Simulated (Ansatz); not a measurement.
```xyz
7

C     0.1157    1.5055   -0.6681
As   -0.6214   -0.1484   -0.6530
H    -1.4213   -0.3731    0.5996
H    -1.5834   -0.8500   -1.6496
H     0.4385   -1.2130   -0.6043
H    -0.6467    2.2795   -0.5937
H     0.7829    1.6340   -1.5192
```

Geometry: PBE0-D4/def2-TZVP.

Computed with isolated molecule in a Gaussian basis; Kohn-Sham density functional theory, functional PBE0 in Ansatz.

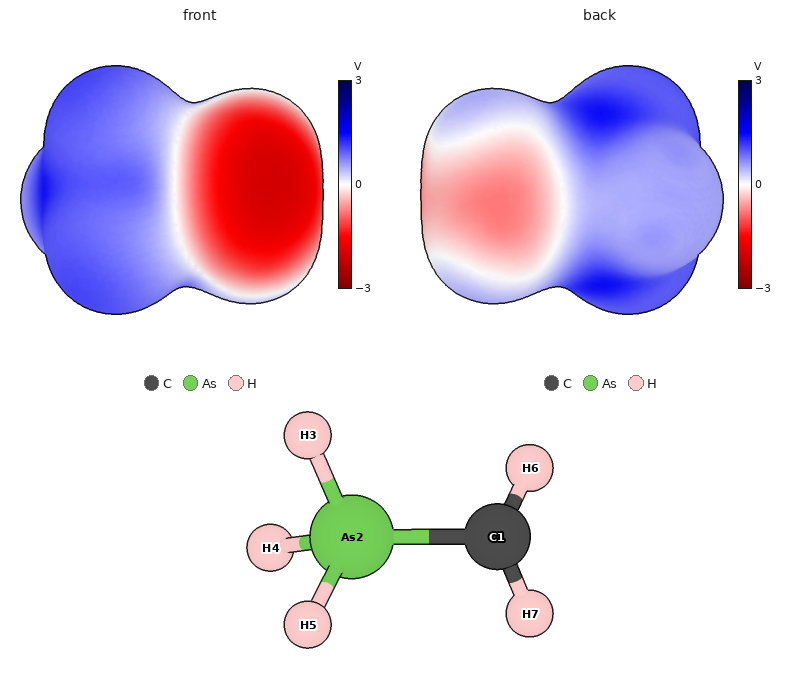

CH5As. The electrostatic potential painted on the density surface at 0.002 e/bohr³, seen from the front and from behind; the colour scale runs from red (negative) to blue (positive). The bare structure is drawn below in the same view.

### Where is the surface potential most negative and most positive?

The most negative region (about −2.0 V) lies over C1, the most positive (about +1.4 V) over As2.

### How polar is the molecule by this calculation?

Its dipole moment is 2.63 D.
